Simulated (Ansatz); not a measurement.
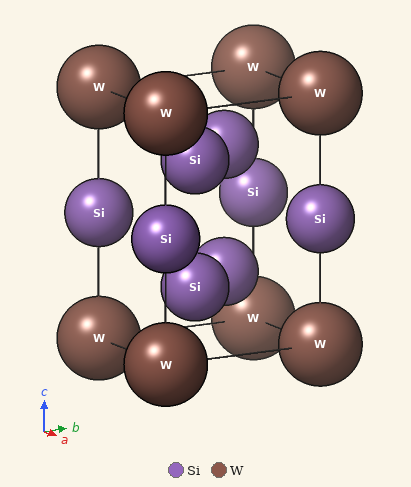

Crystal structure, spheres-only style, seen slightly off an axis. The wireframe shows the simulation cell.

```xyz
6
Lattice="4.4722 0.0000 0.0000 -2.2361 3.8730 0.0000 0.0000 0.0000 4.9775" Properties=species:S:1:pos:R:3 pbc="T T T"
Si    0.0000    2.5820    3.7478
Si    2.2361    1.2910    3.7478
Si    2.2361    1.2910    1.2297
Si    0.0000    2.5820    1.2297
Si    2.2361    3.8730    2.4887
W     2.2361    3.8730    4.9775
```

Theory: DFT PBE, scalar-relativistic, plane waves, PAW (Ansatz 0.2.0). Numerical settings: plane waves to 420 eV, a 12×12×8 k-point grid, Gaussian smearing of 0.1 eV, no spin polarisation.

**Give the Bader charge of each element.**

Si -0.13 to +0.11 e; W +0.40 e.

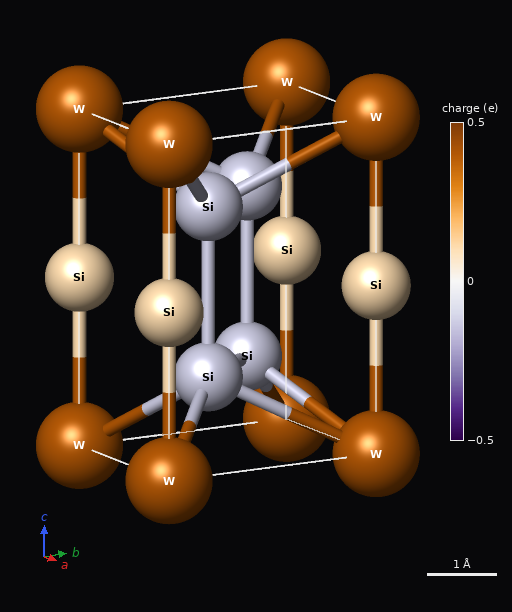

The atoms coloured by those charges.

Provenance: a random cell made by a generator, so it need not be a real form of the compound. Earlier steps of the study, as a rule a relaxation of our own, may have changed the cell and positions, so they can lie some per cent off the listed ones. Ansatz was used for an electronic-structure calculation on it.
